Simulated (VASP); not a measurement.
Band structure of Rb$_{2}$PdSe$_{2}$ (space group Immm). Computed with PBEsol GGA with spin-orbit coupling, VASP's PBE PAW potentials (set 64) (plane waves; VASP).

The path is coarsely sampled, so an indirect gap can come out somewhat too large.

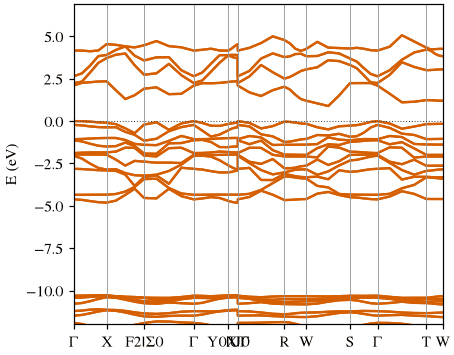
Fig. 1. Bands along high-symmetry lines, zero at the valence-band maximum or, without a gap, the Fermi level

Task: Read the plot: is there a gap, and where are the band edges?

Result: The gap is indirect, 0.89 eV, from the valence maximum at Γ to the conduction minimum at W-S at 0.50.

The structure comes from a computed database's Rb2PdSe2 entry (Immm); how it stands against other phases isn't given here. It was relaxed first.
